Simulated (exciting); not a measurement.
LiGeN, space group P6_3mc, Ge K edge of atom 1, with 3 N at 2.00 Å (pyramidal, site symmetry 3m); the tensor is averaged over the atoms equivalent by symmetry. Method: exciting, all-electron LAPW+lo, LDA, exchange and screened direct term (singlet BSE), 5×5×2 shifted k points, 27 conduction bands, |G+q| up to 3 bohr⁻¹, full RPA screening with nempty = 53, Lorentzian half width 0.98 eV.

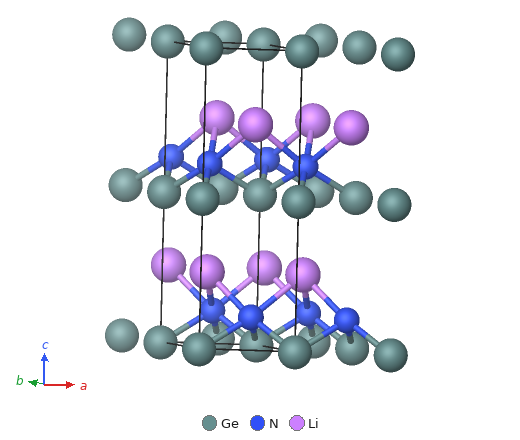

The structure (germanium teal, nitrogen blue, lithium purple). Bonds to atoms that aren't drawn are left out. 2×2×1 cells are drawn. Some periodic images of atoms are drawn too.

```xyz
6
Lattice="3.0124 0.0000 0.0000 -1.5062 2.6088 0.0000 0.0000 0.0000 9.4195" Properties=species:S:1:pos:R:3 pbc="T T T"
Ge    0.0000    0.0000    9.4008
Ge    0.0000    0.0000    4.6911
N     1.5062    0.8696    0.9723
N     0.0000    1.7392    5.6820
Li    0.0000    1.7392    2.2926
Li    1.5062    0.8696    7.0024
```

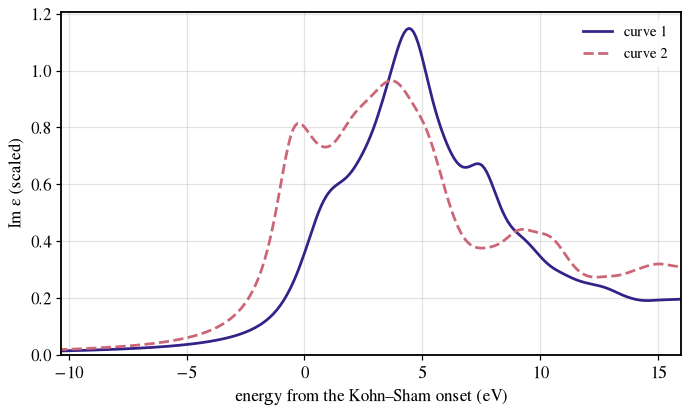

Energy from the Kohn–Sham onset, core level to the lowest empty state found on the meshes used; scaled to the maximum of the polarisation mean.

The curves are the diagonal elements of Im ε for ε ∥ c and ⊥ c. Which is which?

Curve 1: ε ∥ c, maxima 4.4 eV (1.15). Curve 2: ε ⊥ c, maxima -0.2 eV (0.81), 3.7 eV (0.96) and 9.2 eV (0.44). A K edge probes the empty p states along ε, which follow the bonds' lengths and directions.

[Banner, clock and machine lines of the logs are left out without a mark of their own.]

[Logs are printed without paths, hosts, clocks, repeated set-up lines and the standing remarks that a program may print on its own settings, such as how far it seeks lower states.]

[Hosts, paths, dates, database ids (printed as entryN), source tags and the programs' standing remarks are cut or masked in the printed files.]
